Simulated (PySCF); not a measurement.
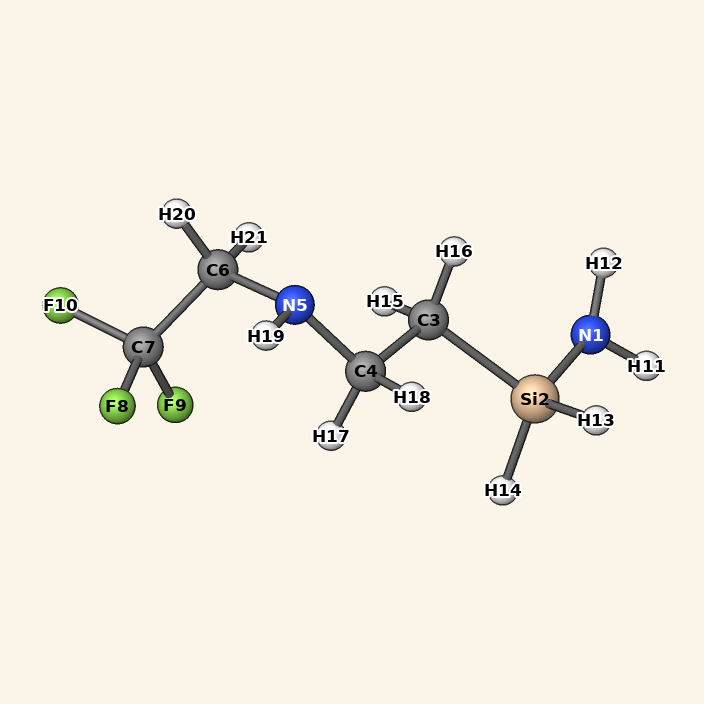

The questions are on isotropic NMR shieldings of the H atoms. The computed structure is the end point of a GFN2-xTB optimisation. No frequency run is at hand to confirm it as a minimum. Properties computed with GIAO PBE0/pcSseg-1 NMR shielding, non-relativistic, gas phase (PySCF 2.14.0).

List the isotropic NMR shieldings of the H atoms.

```tsv
atom	σ (ppm)
H11	31.72
H12	31.76
H13	26.70
H14	27.04
H15	30.24
H16	30.93
H17	28.57
H18	29.07
H19	30.17
H20	28.48
H21	28.12
```

The geometry is semi-empirical. Around Si such bond lengths and angles can be off by a tenth of an ångström or more and by several degrees, and values that hang on the shape move with them.
